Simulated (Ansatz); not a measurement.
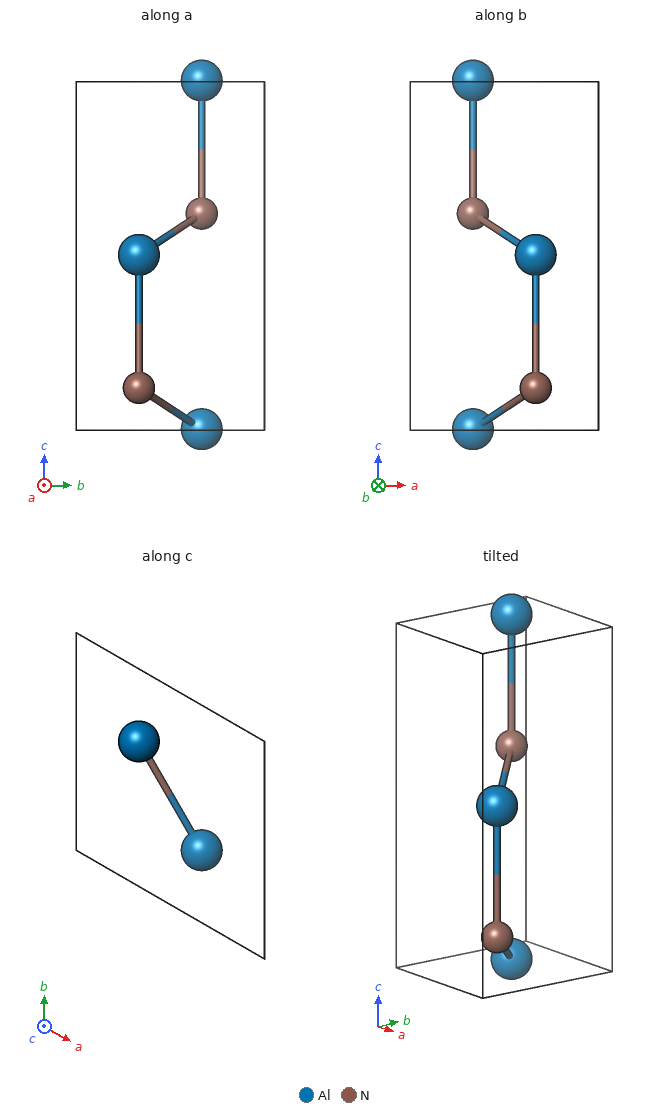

Drawn in the ball-and-stick manner and seen along the a axis, along the b axis, along the c axis and slightly off an axis. Thin lines show the conventional unit cell, with boundary atoms drawn in all their periodic places.

Lattice parameters: a = 3.107 Å, b = 3.107 Å, c = 4.979 Å, α = 90.00°, β = 90.00°, γ = 120.00°. Put a along x and b in the xy plane.

Express the structure as a POSCAR file, with free fractional coordinates to two decimals.

```
Al N
1.0
     3.107    0.000    0.000
    -1.553    2.690    0.000
     0.000    0.000    4.979
Al N
2 2
Direct
  0.3333 0.6667 0.00
  0.6667 0.3333 0.50
  0.3333 0.6667 0.62
  0.6667 0.3333 0.12
```

Starting structure: a structure type filled with these elements by a generator (whether the compound takes this form wasn't checked). Earlier steps of the study, as a rule a relaxation of our own, may have changed the cell and positions, so they can lie some per cent off the listed ones. It was the input of a calculation with Ansatz.

At this level of theory the run's own cell isn't at rest (forces up to 1.9 eV/Å), so its distances can differ from those at equilibrium, the more so the softer the solid.
